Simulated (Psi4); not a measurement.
# HF/STO-3G run of CH3InO (SMILES [H][In]([H])([H])<-[C-]#[O+])

What is the energy change on altering one bond length of CH3InO at HF/STO-3G? 

The calculation is run with Psi4 1.11.

### 1 Starting point

CH3InO: 6 atoms, total charge 0, spin state singlet. SMILES: `[H][In]([H])([H])<-[C-]#[O+]`. Geometry: a GFN1-xTB relaxation, a rough one for these elements and not checked as a minimum.

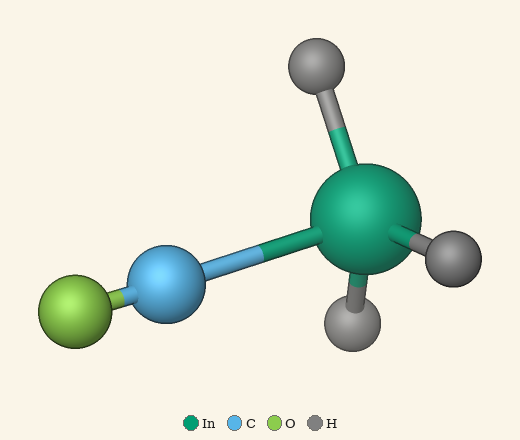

Viewed from a chosen angle; indium teal, carbon blue, oxygen green, hydrogen grey.

### 2 A single-point energy at HF/STO-3G

File run.py:

```python
import psi4

psi4.set_memory(1600000000)
psi4.set_num_threads(1)
psi4.set_output_file('output.dat', False)

geom = psi4.geometry("""
0 1
In    -0.014220    -0.000860    -0.949190
C      0.011440     0.017450     1.491920
O      0.045080    -0.004700     2.611200
H      1.683720     0.000680    -1.058710
H     -0.869060     1.463800    -1.072380
H     -0.856960    -1.476380    -1.022840
units angstrom
symmetry c1
""")

psi4.set_options(dict(basis='STO-3G', puream=True, e_convergence=1e-09, d_convergence=1e-08, scf_type='pk'))

e, wfn = psi4.energy('scf', return_wfn=True)
psi4.oeprop(wfn, 'DIPOLE', 'MAYER_INDICES', 'LOWDIN_CHARGES')
print(f'scf energy: {e:.10f} Eh')
```

Launch:

```
$ python run.py
```

output.dat, shortened:

```text
[...]
  Running in c1 symmetry.
[...]
  Nuclear repulsion =  197.195829729602394
[...]
  Multiplicity = 1
[...]
  Nalpha       = 33
  Nbeta        = 33
[...]
    Number of basis functions: 40
[...]
   @RHF iter   1: -5795.24560356405073   -3.69605e+00   1.91338e-02 DIIS/ADIIS
[...]
   @RHF iter  11: -5795.83332944514677   -9.09495e-13   3.02790e-09 DIIS
[...]
    Orbital Energies [Eh]
    ---------------------
    Doubly Occupied:
       1A   -986.829274     2A   -145.965881     3A   -137.977617
       4A   -137.976315     5A   -137.976311     6A    -27.652156
       7A    -24.671107     8A    -24.667064     9A    -24.667057
      10A    -20.529793    11A    -16.536879    12A    -16.536710
      13A    -16.536701    14A    -16.531815    15A    -16.531809
      16A    -11.205968    17A     -4.188479    18A     -3.009472
      19A     -2.997412    20A     -2.997399    21A     -1.542391
      22A     -0.775973    23A     -0.630409    24A     -0.630401
      25A     -0.591464    26A     -0.514890    27A     -0.508146
      28A     -0.508071    29A     -0.500062    30A     -0.500035
      31A     -0.382694    32A     -0.296522    33A     -0.296277
[...]
  @RHF Final Energy: -5795.83332944514677
   => Energetics <=
    Nuclear Repulsion Energy =            197.1958297296023943
    One-Electron Energy =               -8418.7332131148032204
    Two-Electron Energy =                2425.7040539400541093
    Total Energy =                      -5795.8333294451467737
[...]
 Multipole Moments:
 ------------------------------------------------------------------------------------
     Multipole            Electronic (a.u.)      Nuclear  (a.u.)        Total (a.u.)
 ------------------------------------------------------------------------------------
 L = 1.  Multiply by 2.5417464519 to convert [e a0] to [Debye]
 Dipole X            :         -0.1049653            0.1139191            0.0089537
 Dipole Y            :          0.0073185            0.0046680            0.0119865
 Dipole Z            :         -6.4495443            7.4765868            1.0270425
 Magnitude           :                                                    1.0271515
[...]
```

The script printed:

```text
scf energy: -5795.8333294451 Eh
```

Run time: 1.8 s. Hardware: 1 thread of AMD EPYC 7R43 (Zen 3), shared host; peak memory 0.17 GiB.

### 3 The distorted shape: energy and gradient at HF/STO-3G

File job.json:

```json
{
  "schema_name": "qcschema_input",
  "schema_version": 1,
  "molecule": {
    "schema_name": "qcschema_molecule",
    "schema_version": 2,
    "symbols": ["In", "C", "O", "H", "H", "H"],
    "geometry": [0.78082539, -1.38551129, -1.67731335, 0.82931576, -1.3509104, 2.93571599, 0.89288615, -1.39276784, 5.05084865, 3.98946696, -1.38260111, -1.88427615, -1.64228539, 2.7661811, -2.0265045, -0.81172241, -4.17383998, -1.81649168],
    "molecular_charge": 0,
    "molecular_multiplicity": 1,
    "fix_symmetry": "c1"
  },
  "driver": "gradient",
  "model": {
    "method": "hf",
    "basis": "STO-3G"
  },
  "keywords": {
    "puream": true,
    "e_convergence": 1e-09,
    "d_convergence": 1e-08,
    "scf_type": "pk",
    "scf_properties": ["LOWDIN_CHARGES", "MULLIKEN_CHARGES", "QUADRUPOLE"]
  }
}
```

Launch:

```
$ psi4 --qcschema job.json -n 1 --memory 1600MB
```

stdout, shortened:

```text
[...]
  Running in c1 symmetry.
[...]
  Nuclear repulsion =  191.765315407156663
[...]
  Multiplicity = 1
[...]
  Nalpha       = 33
  Nbeta        = 33
[...]
    Number of basis functions: 40
[...]
   @RHF iter   1: -5794.96997968065989   -3.64367e+00   2.00721e-02 ADIIS/DIIS
[...]
   @RHF iter  12: -5795.70497570199768   -1.00044e-11   7.95023e-09 DIIS
[...]
  @RHF Final Energy: -5795.70497570199768
   => Energetics <=
    Nuclear Repulsion Energy =            191.7653154071566632
    One-Electron Energy =               -8407.3913741555115848
    Two-Electron Energy =                2419.9210830463584898
    Total Energy =                      -5795.7049757019976823
[...]
 Multipole Moments:
 ------------------------------------------------------------------------------------
     Multipole            Electronic (a.u.)      Nuclear  (a.u.)        Total (a.u.)
 ------------------------------------------------------------------------------------
 L = 1.  Multiply by 2.5417464519 to convert [e a0] to [Debye]
 Dipole X            :          0.5936932           -0.3256017            0.2680915
 Dipole Y            :         -1.1888146            0.7577306           -0.4310840
 Dipole Z            :         -6.3167838            7.4132482            1.0964645
 Magnitude           :                                                    1.2082801
 L = 2.  Multiply by 1.3450342976 to convert [e a0^2] to [Debye ang]
 Quadrupole XX       :        -46.9149830           18.8170376          -28.0979454
 Quadrupole XY       :          6.9864477           -5.6190398            1.3674080
[...]
  -Total Gradient:
     Atom            X                  Y                   Z
    ------   -----------------  -----------------  -----------------
       1        0.031937423800    -0.054818642673     0.002364847814
       2        0.002738848402    -0.002448252975     0.076232187785
       3       -0.001977376419     0.001163344890    -0.072997596144
       4        0.029592060523    -0.004267264597     0.000479931025
       5       -0.051418728915     0.088061095171    -0.007146932231
       6       -0.010872227385    -0.027690279812     0.001067561864
[...]
```

The result, in JSON:

```text
{
 "driver": "gradient",
 "model": {
  "method": "hf",
  "basis": "STO-3G"
 },
 "success": true,
 "return_result": [0.03193742379957055, -0.05481864267265087, 0.00236484781430419, 0.0027388484019963202, -0.0024482529747188626, 0.07623218778510221, -0.001977376419352892, 0.001163344889781235, -0.07299759614366852, 0.029592060522645902, -0.0042672645973064974, 0.0004799310249227022, -0.05141872891498894, 0.08806109517135843, -0.007146932230582581, -0.010872227384943131, -0.02769027981171368, 0.0010675618637134604],
 "properties": {
  "calcinfo_nbasis": 40,
  "calcinfo_nmo": 40,
  "calcinfo_nalpha": 33,
  "calcinfo_nbeta": 33,
  "calcinfo_natom": 6,
  "nuclear_repulsion_energy": 191.76531540715666,
  "return_energy": -5795.704975701998,
  "return_gradient": [0.03193742379957055, -0.05481864267265087, 0.00236484781430419, 0.0027388484019963202, -0.0024482529747188626, 0.07623218778510221, -0.001977376419352892, 0.001163344889781235, -0.07299759614366852, 0.029592060522645902, -0.0042672645973064974, 0.0004799310249227022, -0.05141872891498894, 0.08806109517135843, -0.007146932230582581, -0.010872227384943131, -0.02769027981171368, 0.0010675618637134604],
  "scf_one_electron_energy": -8407.391374155512,
  "scf_two_electron_energy": 2419.9210830463585,
  "scf_dipole_moment": [0.268091465447017, -0.4310839877605068, 1.096464457707384],
  "scf_total_energy": -5795.704975701998,
  "scf_total_gradient": [0.03193742379957055, -0.05481864267265087, 0.00236484781430419, 0.0027388484019963202, -0.0024482529747188626, 0.07623218778510221, -0.001977376419352892, 0.001163344889781235, -0.07299759614366852, 0.029592060522645902, -0.0042672645973064974, 0.0004799310249227022, -0.05141872891498894, 0.08806109517135843, -0.007146932230582581, -0.010872227384943131, -0.02769027981171368, 0.0010675618637134604],
  "scf_iterations": 12
 }
}
```

Wall time 2.6 s (1 thread of AMD EPYC 7R43 (Zen 3), shared host); peak memory 0.19 GiB.

### 4 Results

Level: HF/STO-3G.

| quantity | value |
| --- | --- |
| first shape: total energy | -5795.83333 Eh |
| first shape: dipole moment | 2.61 D |
| first shape: HOMO energy | -8.06 eV |
| first shape: LUMO energy | 6.23 eV |
| first shape: HOMO–LUMO gap | 14.29 eV |
| distorted shape: total energy | -5795.70498 Eh |
| distorted shape: dipole moment | 3.07 D |
| distorted shape: HOMO energy | -5.62 eV |
| distorted shape: LUMO energy | 5.79 eV |
| distorted shape: HOMO–LUMO gap | 11.42 eV |
| distorted shape: largest force on an atom | 5.257 eV/Å |
| energy change with the In1–H5 bond stretched from 1.700 to 2.550 Å | 3.493 eV |

In words: With the In1–H5 bond stretched from 1.700 to 2.550 Å the energy rises by 3.49 eV (337 kJ/mol). The first shape isn't relaxed at this level, so the change isn't measured from a minimum. The minimal basis adds a large error of its own. Relativity is left out (first shape) although the molecule holds a heavy atom. Relativity is left out (distorted shape) although the molecule holds a heavy atom.
